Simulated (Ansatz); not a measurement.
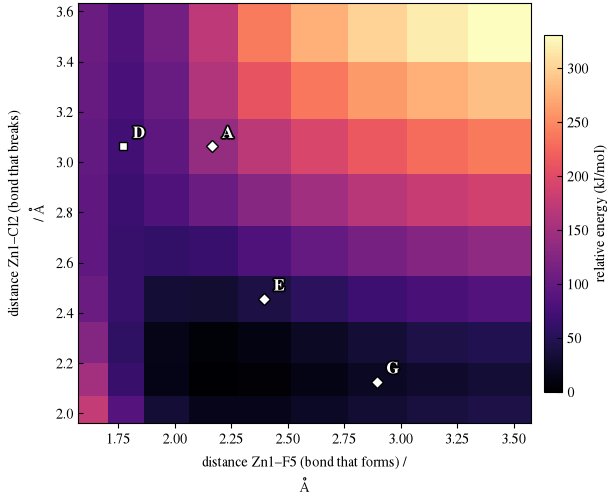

The reacting system Cl2FHZn (fragments Cl₂Zn + FH where the first distance is long, ClFZn + ClH where the second is long). The first coordinate is: distance Zn1–F5 (bond that forms); the second: distance Zn1–Cl2 (bond that breaks). Relaxed at each point: all other coordinates. The scan uses a 9 × 9 grid. Points are written as (first, second). Energies are in kJ/mol, from the lowest grid point. The reference is spin-restricted, so regions where a bond is pulled apart into radicals lie too high. All numbers below come from RKS PBE0-D4/def2-SVP in Ansatz.

In the figure: one coloured cell a grid point, lettered points.

### Is E the lowest point of the computed grid?

No. E lies 41 kJ/mol above the lowest grid point, which is at (2.166 Å, 2.127 Å).

### What kind of point is each of A, E: minimum, saddle, maximum or slope?

A: on a slope; E: on a slope. (In these two coordinates alone; a stationary point may lie a little off the grid point.)

### Rank the lettered points by energy, lowest first.

G (21 kJ/mol), E (41 kJ/mol), D (72 kJ/mol), A (139 kJ/mol).
